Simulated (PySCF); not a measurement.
H13N3Si4 (SMILES [SiH3]N[SiH2]N[SiH2]N[SiH3])

Input file:

```
{"job": {"kind": "nmr", "xc": "PBE0", "basis": "pcSseg-1"}, "charge": 0, "multiplicity": 1}
Si    -0.228556     2.450814    -0.332687
N     -0.535532     1.406738    -1.688841
Si     0.260201    -0.089120    -2.091241
N     -0.455518    -1.541383    -1.446806
Si    -0.286402    -2.095957     0.188779
N     -0.290974    -0.717405     1.250533
Si     0.815406    -0.348122     2.549329
H     -1.168329     2.235922     0.819012
H     -0.383056     3.880630    -0.744580
H      1.161716     2.201716     0.142922
H     -1.356561     1.632402    -2.244782
H      0.225274    -0.236126    -3.576710
H      1.645557     0.030461    -1.556315
H     -1.056364    -2.079071    -2.063629
H      1.010384    -2.779880     0.479526
H     -1.404638    -3.061131     0.430053
H     -1.128516    -0.138981     1.219691
H      0.465230    -1.008429     3.848218
H      0.809623     1.127471     2.781434
H      2.179582    -0.803465     2.152745
```

Launched as:

```sh
OMP_NUM_THREADS=1 python cluster_run.py task.json out
```

Geometry: PBE0-D3(BJ)/def2-SVP.

The calculation used PBE0/pcSseg-1, SCF density, gas phase, non-relativistic (PySCF).

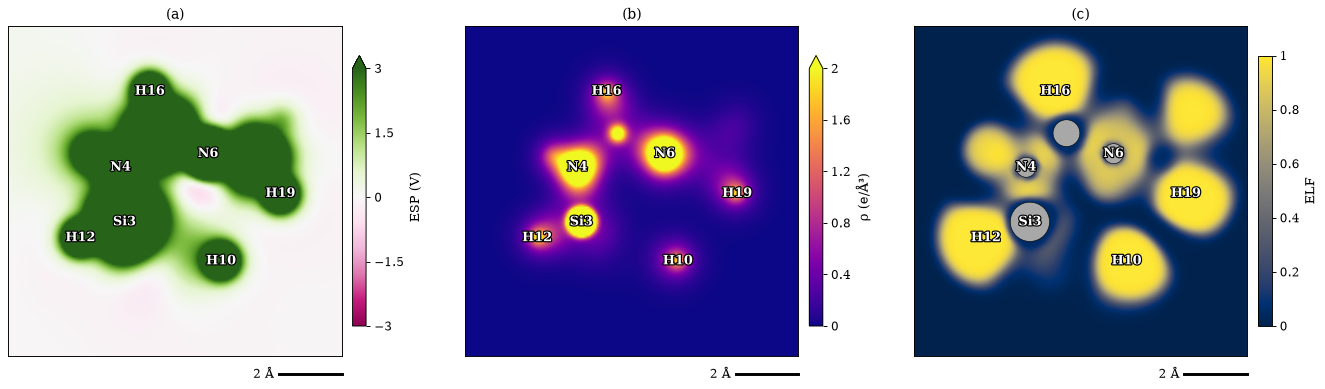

Figure 1. (a) electrostatic potential; (b) total electron density; (c) ELF on the plane of atoms N4, Si3 and H12. Grey discs cover the atomic cores in the ELF map.

Question: Interpret the plot.

Answer:
- The section cuts through Si, N and H sites.
- Si–N (1.74 Å): ρ is about 1 e/Å³ halfway; the ELF peaks at about 0.90 between the atoms; a polar covalent bond.
- Si–H (1.49 Å): ρ is about 0.79 e/Å³ halfway; the ELF climbs to about 1 towards the hydrogen, as it does in any bond to H.
- Outside the dense part of the molecule the potential is most negative (−0.6 V) near N6.

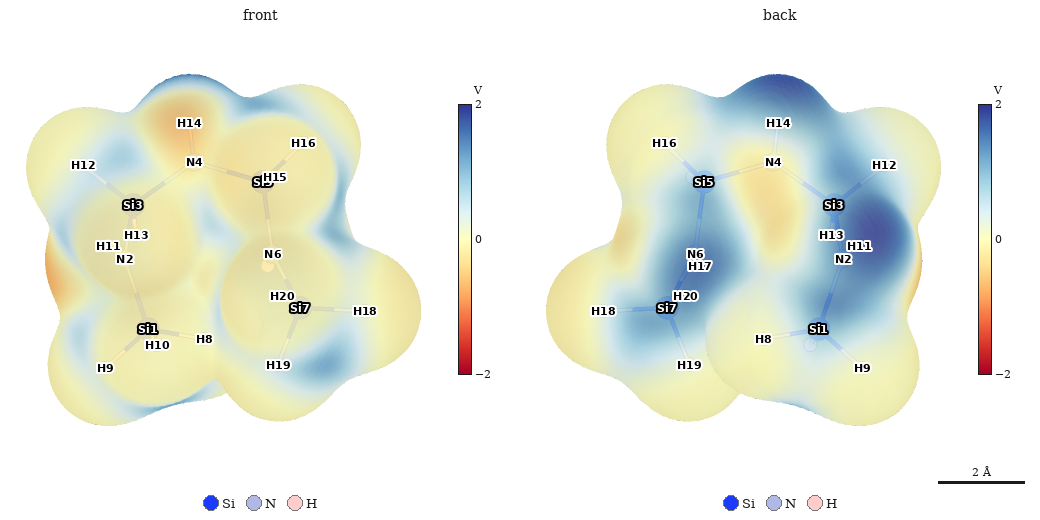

Figure 2. The molecular electrostatic potential painted on the density surface at 0.002 e/bohr³, seen from the front and from behind; red is negative and blue positive.

Question: Where is the surface potential most negative and most positive?

Answer: The most negative region (about −0.6 V) lies over N2 and N4, the most positive (about +1.8 V) over H11 and H14.
